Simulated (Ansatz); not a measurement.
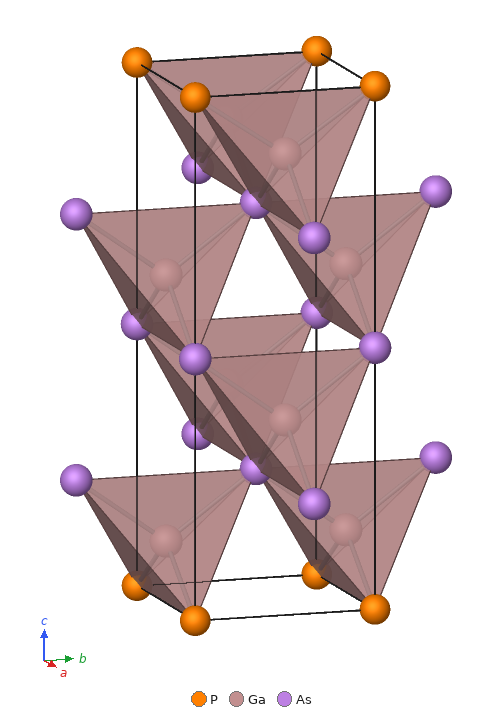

Structure drawing (polyhedral), viewed slightly off an axis. The conventional unit cell is outlined; an atom on or near a face, edge or corner is repeated at each equivalent position. Some atoms of the next cells are drawn as well.

Ga4As3P, space group P-4m2 (No. 115), a = 3.971 Å, b = 3.971 Å, c = 11.210 Å, α = 90.00°, β = 90.00°, γ = 90.00°. The cell started as a structure type filled with these elements by a generator (whether the compound takes this form wasn't checked). Earlier steps of the study, as a rule a relaxation of our own, may have changed the cell and positions, so they can lie some per cent off the listed ones. An electronic-structure calculation with Ansatz was run on it.

This one geometry was computed with Ansatz (DFT, plane waves, PAW) at five levels of theory: HSE06, PBE0, r2SCAN, PBE and PBE with spin-orbit coupling. It was relaxed beforehand with r2SCAN.

Which level gives the highest pressure at this volume, and what does that say about its equilibrium volume?

Highest: PBE (2.7 GPa) and PBE with spin-orbit coupling (2.7 GPa), which points to the largest equilibrium volume. Lowest, with the smallest volume: r2SCAN (0.0 GPa). Levels within 0.5 GPa of each other can't be told apart.

How does the band gap change with the level of theory?

PBE with spin-orbit coupling: a gap of 0.67 eV, direct; PBE: a gap of 0.77 eV, direct; r2SCAN: a gap of 1.27 eV, direct; HSE06: a gap of 1.69 eV, direct; PBE0: a gap of 2.29 eV, direct.

Collect the results in a table.

| level | cutoff (eV) | k-mesh of the run's cell | gap (eV) | pressure (GPa) |
| --- | --- | --- | --- | --- |
| HSE06 | 420 | 4×4×2 | 1.69 | 0.7 |
| PBE0 | 420 | 4×4×2 | 2.29 | 0.5 |
| r2SCAN | 500 | 6×6×2 | 1.27 | 0.0 |
| PBE | 420 | 6×6×2 | 0.77 | 2.7 |
| PBE with spin-orbit coupling | 420 | 6×6×2 | 0.67 | 2.7 |

Gaps are taken on the k-mesh or band path of each run.
